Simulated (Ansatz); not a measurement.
Start from BN in the wurtzite structure (space group P6_3mc, No. 186; a = 2.541 Å, c = 4.203 Å). Axes: x lies along a and z along c of the hexagonal cell.

Modification: uniaxial strain ε_zz = +1.80 %, all other strain components held at zero; the atoms relax in the strained cell.

Method: PBEsol (Ansatz, an electronic-structure program, PAW, no spin-orbit coupling).

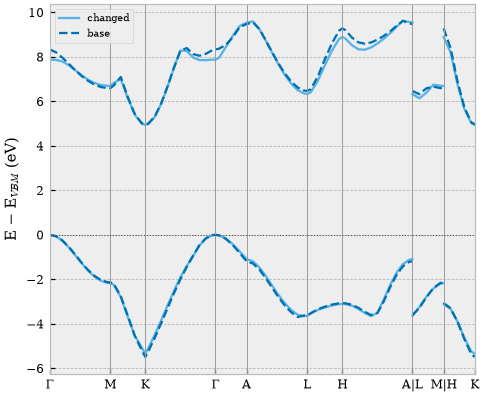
Figure: Highest valence and lowest conduction band along the path, each from its own valence-band maximum

The gap is 4.94 eV, indirect, Γ → K; the base has 4.96 eV.

Semilocal Kohn–Sham gaps tend to fall short of experiment. Stability against distortions was not tested.
